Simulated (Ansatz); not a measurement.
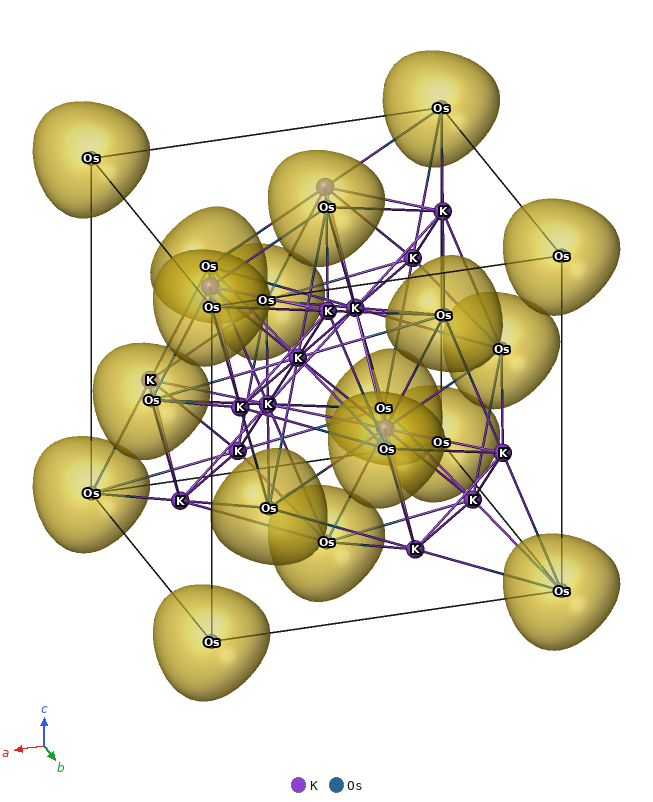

Figure. K2Os. Isosurface of the spin density at +0.04 e/Å³ (yellow), seen at an oblique angle. Sticks mark near contacts.

Space group I4₁/amd; a structure generated by program, which may or may not match a known phase; spin-polarised.

Theory: DFT PBE, scalar-relativistic, plane waves, PAW (Ansatz 0.2.0).

The density is the valence pseudo-density of a PAW calculation; it isn't the true density close to the nuclei.

> Where is the spin, and how is it ordered?

The spin density sits on Os: +2.1 μB (×8) in one cell of 24 atoms: parallel main moments (a ferromagnetic arrangement) in this solution. The cell of the calculation (6 atoms) carries 4.0 μB of net spin moment.
